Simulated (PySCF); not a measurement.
**C₂H₈BrPSi₂: electronic excitations at several levels of theory**

Aim: compute the electronic excitations of C₂H₈BrPSi₂ (`Br[Si@@H]1CC[SiH2]P1`) at several levels, and see how far they spread and what each costs.

The runs use PySCF 2.14.0, with density-fitted response routines of our own; the level of theory stands in each step. All values are computed, except where a source is named. Atoms are numbered from 0 throughout.

## 1. Starting geometry

14 atoms, charge 0, multiplicity 1; geometry from: GFN2-xTB.

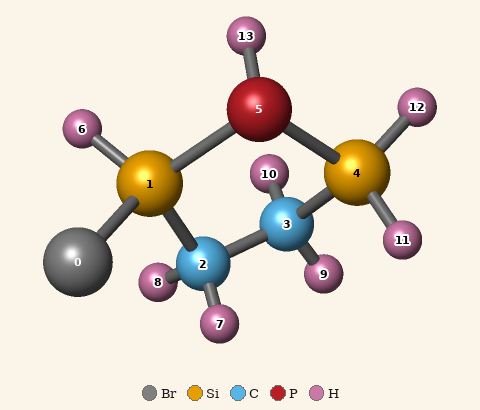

As it starts; bromine grey, silicon amber, carbon blue, phosphorus red, hydrogen pink, atoms numbered.

## 2. Geometry optimisation at PBE0-D3(BJ)/def2-SVP

What the job is given:

```
{"job": {"xc": "PBE0", "basis": "def2-SVP", "d3": "d3bj", "grid": 1, "kind": "geom"}, "charge": 0, "multiplicity": 1}
Br     3.307789    -1.157416    -0.398591
Si     1.485291    -0.375191     0.607835
C     -0.018973    -1.302601    -0.124234
C     -1.261333    -0.416633    -0.075890
Si    -0.867388     1.351004    -0.707751
P      1.181098     1.783673     0.111562
H      1.706222    -0.650273     2.026262
H      0.199292    -1.561421    -1.164161
H     -0.195961    -2.244231     0.399107
H     -2.066307    -0.865404    -0.659368
H     -1.622178    -0.356488     0.954618
H     -0.758226     1.371335    -2.167313
H     -1.840405     2.320344    -0.208908
H      0.750400     2.102828     1.384665
```

Output:

```text
step   0  E = -3574.18949131  max force = 0.019969
step   1  E = -3574.19383370  max force = 0.003879
step   2  E = -3574.19406927  max force = 0.001173
step   3  E = -3574.19410302  max force = 0.000567
step   4  E = -3574.19412020  max force = 0.000531
step   5  E = -3574.19413299  max force = 0.000841
step   6  E = -3574.19414538  max force = 0.000871
step   7  E = -3574.19415657  max force = 0.000490
step   8  E = -3574.19416304  max force = 0.000220
optimisation converged
```

Run time: 88 s. Hardware: 1 thread, shared host.

Relaxation path:

| step | energy from step 0 (eV) | largest force component (eV/Å) |
| --- | --- | --- |
| 0 | 0.0000 | 1.0268 |
| 1 | -0.1182 | 0.1995 |
| 2 | -0.1246 | 0.0603 |
| 3 | -0.1255 | 0.0292 |
| 4 | -0.1260 | 0.0273 |
| 5 | -0.1263 | 0.0432 |
| 6 | -0.1266 | 0.0448 |
| 7 | -0.1269 | 0.0252 |
| 8 | -0.1271 | 0.0113 |

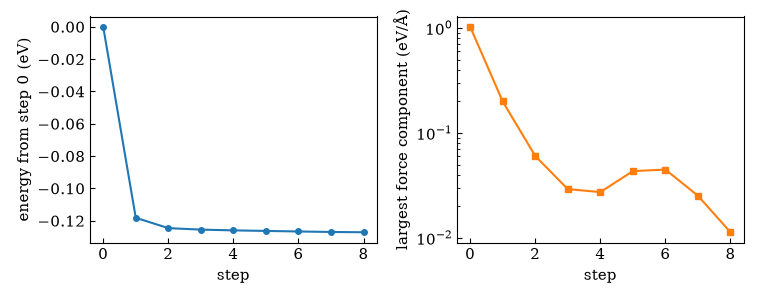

Energy and largest force along the relaxation.

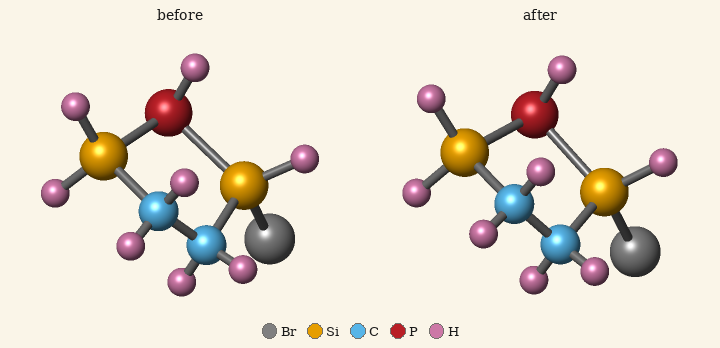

Before and after, at one scale.

Distances of close pairs at the start and the end, largest changes first:

| bond | before (Å) | after (Å) | change (Å) |
| --- | --- | --- | --- |
| P5–H13 | 1.381 | 1.432 | +0.051 |
| Si1–P5 | 2.236 | 2.272 | +0.036 |
| Si4–H12 | 1.461 | 1.494 | +0.032 |
| Si4–H11 | 1.464 | 1.495 | +0.031 |
| Si4–P5 | 2.248 | 2.279 | +0.031 |
| Si1–H6 | 1.462 | 1.492 | +0.030 |
| C3–Si4 | 1.918 | 1.898 | -0.020 |
| Si1–C2 | 1.913 | 1.893 | -0.020 |

The end geometry stands in the next job.

| at the end point | value |
| --- | --- |
| point group (found at 0.08 Å tolerance) | C1 |
| rotational constants (GHz, main isotopes) | 2.405, 0.655, 0.566 |
| dipole moment (D) | 2.92 |

## 3. Excited states and response: CAM-B3LYP/def2-SVPD

What the job is given:

```
{"job": {"kind": "uv", "xc": "CAM-B3LYP", "basis": "def2-SVPD", "ip": true}, "charge": 0, "multiplicity": 1}
Br     3.912471    -2.657543    -0.568738
Si     2.141005    -1.688042     0.384298
C      0.562115    -2.427449    -0.352570
C     -0.596064    -1.429997    -0.232159
Si    -0.018050     0.253345    -0.890347
P      2.083425     0.539717    -0.056858
H      2.260589    -1.917189     1.853814
H      0.783212    -2.639884    -1.413470
H      0.340086    -3.399546     0.118561
H     -1.494066    -1.780300    -0.768653
H     -0.893321    -1.298087     0.823194
H      0.084710     0.209546    -2.381195
H     -0.903785     1.387628    -0.490430
H      1.593911     0.829312     1.257378
```

With the program's defaults for keys left out, this is: TDDFT CAM-B3LYP/def2-SVPD, vertical, gas phase, core orbitals frozen in the response.

Output:

```text
coarse grid: 56704 points
cycle   1  E = -3574.9977852358  dE = -6.339e-01  |g| = 3.479e-01  |ddm| = 4.648e+00
cycle   2  E = -3575.0149627901  dE = -1.718e-02  |g| = 2.672e-01  |ddm| = 1.061e+00
cycle   3  E = -3575.0360173395  dE = -2.105e-02  |g| = 4.383e-02  |ddm| = 4.994e-01
cycle   4  E = -3575.0364970011  dE = -4.797e-04  |g| = 1.255e-02  |ddm| = 8.387e-02
cycle   5  E = -3575.0365390470  dE = -4.205e-05  |g| = 3.713e-03  |ddm| = 3.156e-02
cycle   6  E = -3575.0365437410  dE = -4.694e-06  |g| = 9.436e-04  |ddm| = 8.663e-03
final grid: 114248 points
cycle   7  E = -3575.0365023144  dE = -1.770e-07  |g| = 9.600e-04  |ddm| = 4.805e-03
cycle   8  E = -3575.0365022764  dE =  3.792e-08  |g| = 1.050e-03  |ddm| = 2.943e-03
cycle   9  E = -3575.0365025892  dE = -3.128e-07  |g| = 4.730e-05  |ddm| = 1.482e-03
cycle  10  E = -3575.0365025904  dE = -1.196e-09  |g| = 2.569e-05  |ddm| = 1.499e-04
cycle  11  E = -3575.0365025908  dE = -3.547e-10  |g| = 4.014e-06  |ddm| = 9.075e-05
converged SCF energy = -3575.0365025908

Static polarisability (au): isotropic 122.644, principal 102.950 118.688 146.294

Singlet excitations
state   eV       nm        f      main configurations
  1   5.8688    211.3   0.00375   H->L 0.78, H->L+1 0.09
  2   6.3938    193.9   0.00530   H->L+1 0.52, H-1->L 0.23, H->L 0.09
  3   6.5187    190.2   0.00305   H-1->L 0.32, H->L+2 0.27, H->L+1 0.14
  4   6.6454    186.6   0.02489   H-1->L+1 0.64, H->L+3 0.11
  5   6.7731    183.1   0.01663   H-2->L+1 0.46, H-2->L 0.31
  6   6.8986    179.7   0.08195   H->L+2 0.49, H-1->L 0.20, H-1->L+1 0.08
  7   7.0136    176.8   0.10196   H->L+3 0.68
  8   7.1629    173.1   0.00211   H-2->L 0.49, H-2->L+1 0.32
  9   7.3543    168.6   0.00506   H-1->L+2 0.44, H->L+4 0.15
 10   7.5892    163.4   0.19032   H-1->L+3 0.54

Triplet excitations (Tamm-Dancoff, eV): 5.3547 5.7814 5.9764 6.1150
Vertical ionisation energy (delta-SCF) = 9.3958 eV
```

It took 4 min on 1 thread, shared host.

Frontier orbitals and where they lie:

| orbital | eV | atoms |
| --- | --- | --- |
| HOMO−3 | -10.34 | Br0 26 %, Si4 18 %, C3 11 % |
| HOMO−2 | -9.49 | Br0 61 %, Si1 11 %, C2 10 % |
| HOMO−1 | -9.20 | Br0 44 %, P5 25 %, Si1 9 % |
| HOMO | -8.78 | P5 61 %, Si1 10 %, Si4 8 % |
| LUMO | 0.40 | Si1 17 %, P5 17 %, Si4 17 % |
| LUMO+1 | 0.69 | Br0 29 %, Si1 24 %, P5 12 % |
| LUMO+2 | 1.07 | P5 25 %, Si4 22 %, Br0 16 % |

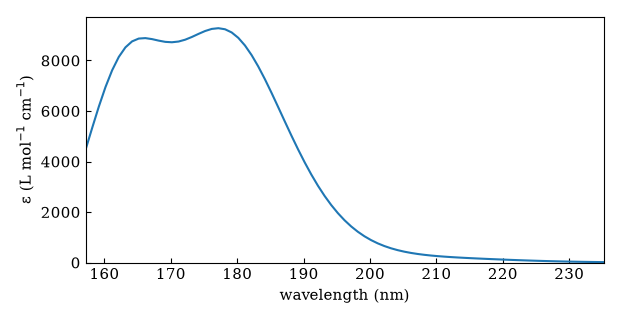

Absorption spectrum: each of the 10 states is a Gaussian band of 0.4 eV half-width at 1/e. Beyond the last state computed it falls off for lack of states.

Ground-state properties from the same run:

| property | computed |
| --- | --- |
| dipole moment (D) | 2.81 |
| polarisability (Å³) | 18.17 |
| HOMO–LUMO gap (eV) | 9.18 |
| −ε(HOMO) (eV) | 8.78 |

## 4. TDDFT and polarisability: wB97X-D/def2-SVPD

Settings changed since step 3:

```diff
@@ -1,2 +1,2 @@
-{"job": {"kind": "uv", "xc": "CAM-B3LYP", "basis": "def2-SVPD", "ip": true}, "charge": 0, "multiplicity": 1}
+{"job": {"kind": "uv", "xc": "wB97X-D", "basis": "def2-SVPD", "ip": true}, "charge": 0, "multiplicity": 1}
 Br     3.912471    -2.657543    -0.568738
```

Level: TDDFT wB97X-D/def2-SVPD, vertical, gas phase, core orbitals frozen in the response.

Output:

```text
coarse grid: 56704 points
cycle   1  E = -3574.9382601959  dE = -6.238e-01  |g| = 3.332e-01  |ddm| = 4.575e+00
cycle   2  E = -3574.9612422436  dE = -2.298e-02  |g| = 2.270e-01  |ddm| = 1.068e+00
cycle   3  E = -3574.9768962502  dE = -1.565e-02  |g| = 3.770e-02  |ddm| = 4.636e-01
cycle   4  E = -3574.9773103107  dE = -4.141e-04  |g| = 1.169e-02  |ddm| = 9.115e-02
cycle   5  E = -3574.9773530524  dE = -4.274e-05  |g| = 2.574e-03  |ddm| = 3.355e-02
cycle   6  E = -3574.9773563639  dE = -3.311e-06  |g| = 8.267e-04  |ddm| = 8.265e-03
final grid: 114248 points
cycle   7  E = -3574.9774452073  dE = -1.698e-06  |g| = 1.034e-03  |ddm| = 1.133e-02
cycle   8  E = -3574.9774453798  dE = -1.725e-07  |g| = 8.197e-04  |ddm| = 3.694e-03
cycle   9  E = -3574.9774455566  dE = -1.767e-07  |g| = 9.602e-05  |ddm| = 1.411e-03
cycle  10  E = -3574.9774455627  dE = -6.192e-09  |g| = 5.623e-05  |ddm| = 3.400e-04
cycle  11  E = -3574.9774455642  dE = -1.483e-09  |g| = 9.557e-06  |ddm| = 1.532e-04
cycle  12  E = -3574.9774455643  dE = -9.368e-11  |g| = 4.225e-06  |ddm| = 4.221e-05
converged SCF energy = -3574.9774455643

Static polarisability (au): isotropic 122.677, principal 102.661 118.895 146.475

Singlet excitations
state   eV       nm        f      main configurations
  1   5.9046    210.0   0.00442   H->L 0.79, H->L+1 0.11
  2   6.4499    192.2   0.00528   H->L+1 0.55, H-1->L 0.19, H->L 0.11
  3   6.5752    188.6   0.00213   H-1->L 0.34, H->L+2 0.29, H->L+1 0.10
  4   6.6991    185.1   0.02257   H-1->L+1 0.65, H->L+3 0.09
  5   6.8264    181.6   0.01651   H-2->L+1 0.51, H-2->L 0.30
  6   6.9896    177.4   0.09404   H->L+2 0.47, H-1->L 0.18, H->L+3 0.13
  7   7.0950    174.7   0.12199   H->L+3 0.65
  8   7.2228    171.7   0.00035   H-2->L 0.50, H-2->L+1 0.30
  9   7.4455    166.5   0.00677   H-1->L+2 0.47, H->L+4 0.13
 10   7.6640    161.8   0.18599   H-1->L+3 0.41, H-4->L+1 0.14, H-1->L+4 0.10

Triplet excitations (Tamm-Dancoff, eV): 5.4526 5.8974 6.0424 6.1829
Vertical ionisation energy (delta-SCF) = 9.4049 eV
```

It took 3.5 min on 1 thread, shared host.

This run: HOMO -9.34 eV, LUMO 1.13 eV; lowest singlet 5.90 eV.

## 5. TDDFT and polarisability: LC-wPBE/def2-SVPD

Settings changed since step 4:

```diff
@@ -1,2 +1,2 @@
-{"job": {"kind": "uv", "xc": "wB97X-D", "basis": "def2-SVPD", "ip": true}, "charge": 0, "multiplicity": 1}
+{"job": {"kind": "uv", "xc": "LC-wPBE", "basis": "def2-SVPD", "ip": true}, "charge": 0, "multiplicity": 1}
 Br     3.912471    -2.657543    -0.568738
```

Method: TDDFT LC-wPBE/def2-SVPD, vertical, gas phase, core orbitals frozen in the response.

Output:

```text
coarse grid: 56704 points
cycle   1  E = -3574.2171024343  dE = -5.501e-01  |g| = 3.525e-01  |ddm| = 4.619e+00
cycle   2  E = -3574.2532053324  dE = -3.610e-02  |g| = 1.797e-01  |ddm| = 9.996e-01
cycle   3  E = -3574.2634638744  dE = -1.026e-02  |g| = 4.165e-02  |ddm| = 4.256e-01
cycle   4  E = -3574.2641498389  dE = -6.860e-04  |g| = 1.522e-02  |ddm| = 1.195e-01
cycle   5  E = -3574.2642168799  dE = -6.704e-05  |g| = 3.333e-03  |ddm| = 3.911e-02
cycle   6  E = -3574.2642228361  dE = -5.956e-06  |g| = 1.141e-03  |ddm| = 1.126e-02
final grid: 114248 points
cycle   7  E = -3574.2641644595  dE = -7.840e-07  |g| = 6.304e-04  |ddm| = 4.701e-03
cycle   8  E = -3574.2641645998  dE = -1.403e-07  |g| = 4.561e-04  |ddm| = 1.782e-03
cycle   9  E = -3574.2641646475  dE = -4.773e-08  |g| = 9.874e-05  |ddm| = 5.797e-04
cycle  10  E = -3574.2641646609  dE = -1.338e-08  |g| = 2.665e-05  |ddm| = 6.333e-04
cycle  11  E = -3574.2641646612  dE = -3.138e-10  |g| = 6.864e-06  |ddm| = 8.263e-05
converged SCF energy = -3574.2641646612

Static polarisability (au): isotropic 119.715, principal 100.748 115.901 142.495

Singlet excitations
state   eV       nm        f      main configurations
  1   6.1509    201.6   0.00582   H->L 0.68, H->L+1 0.09
  2   6.7952    182.5   0.00371   H-1->L 0.36, H->L+1 0.17, H->L+2 0.11
  3   6.8821    180.2   0.01079   H-1->L+1 0.28, H->L+1 0.19, H->L+2 0.14
  4   7.0871    174.9   0.00805   H-1->L+1 0.33, H->L+1 0.18, H->L+3 0.09
  5   7.1483    173.4   0.01530   H-2->L+1 0.47, H-2->L 0.15
  6   7.3103    169.6   0.15365   H->L+2 0.33, H-1->L 0.26
  7   7.5420    164.4   0.11837   H->L+3 0.64
  8   7.7545    159.9   0.00579   H-2->L 0.46, H-2->L+1 0.15
  9   7.8104    158.7   0.00954   H-1->L+2 0.36, H->L+7 0.09
 10   8.0662    153.7   0.18998   H-1->L+3 0.22, H-1->L+4 0.12, H-4->L+1 0.11

Triplet excitations (Tamm-Dancoff, eV): 5.4754 5.8750 6.2462 6.3694
Vertical ionisation energy (delta-SCF) = 9.4696 eV
```

Wall time 4.9 min (1 thread, shared host).

Key values: HOMO -10.11 eV, LUMO 1.45 eV; lowest singlet 6.15 eV.

(Part 1 of 2 ends here.)
